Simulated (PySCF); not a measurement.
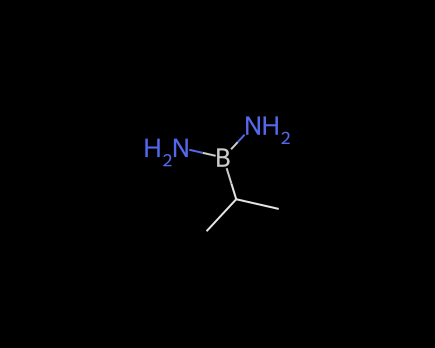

The geometry was computed by an optimisation with GFN2-xTB. No frequency run is at hand to confirm it as a minimum. Properties computed with CAM-B3LYP/def2-SVPD, gas phase (PySCF 2.14.0). Excitations: vertical, linear response.

Computed properties:

The species is C₃H₁₁BN₂ (`CC(C)B(N)N`).
- dipole moment: 1.30 D
- HOMO energy (Kohn–Sham orbital): −8.31 eV
- LUMO energy (Kohn–Sham orbital): 0.84 eV
- HOMO–LUMO gap: 9.15 eV
- mean static polarisability: 67.9 bohr³
- lowest vertical singlet excitation: 6.03 eV
- its oscillator strength: 0.000
- brightest of the 8 lowest singlets: 8.13 eV
- its oscillator strength: 0.15

The geometry is semi-empirical. Around B such bond lengths and angles can be off by a tenth of an ångström or more and by several degrees, and values that hang on the shape move with them.
